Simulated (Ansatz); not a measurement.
Take PbTe in the rock salt structure (space group Fm-3m, No. 225; a = 6.380 Å) as the base. Axes: x, y, z lie along the cube axes.

It is then changed as follows: the cell is compressed by 0.50 % along z with no lateral relaxation, atoms relaxed at fixed cell.

The values are results of plane-wave PAW DFT at the LDA level (Ansatz, a first-principles code, 420 eV), spin-orbit coupling left out, not measurements.

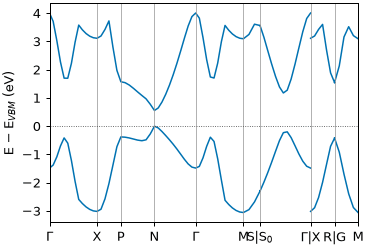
Figure: Highest valence and lowest conduction band along the path of the changed cell's own zone

Question: From the figure, how large is the changed gap, and is it direct?

Answer: About 0.6 eV, direct at N.

Spin-orbit coupling, missing from the scalar runs, can matter with Pb and Te. The cells carry an imposed strain or load. Stability against distortions was not tested. k-point labels follow each cell's own Brillouin zone.
